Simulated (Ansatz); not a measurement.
The parent structure is Ru in the hcp (Mg type) structure (space group P6_3/mmc, No. 194; a = 2.704 Å, c = 4.263 Å; relaxed with 0.1 eV smearing). Axes: x lies along a and z along c of the hexagonal cell.

Structures relaxed with r2SCAN (Ansatz, an electronic-structure program, PAW, without spin-orbit coupling).

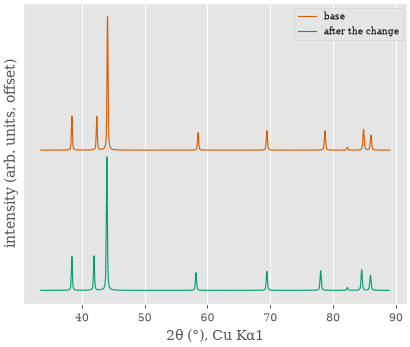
*Simulated powder patterns before (top) and after one change*

Q: Name the change that was made.
A. uniaxial strain ε_zz = +2.00 %
B. uniaxial strain ε_zz = +2.50 %
C. uniaxial strain ε_zz = +1.00 %

A: C, uniaxial strain ε_zz = +1.00 %. Its volume per atom is 13.63 Å³ against 13.50 Å³, and its space group is P6_3/mmc (No. 194).

No phonon test of stability was made. All final runs are without spin polarisation.
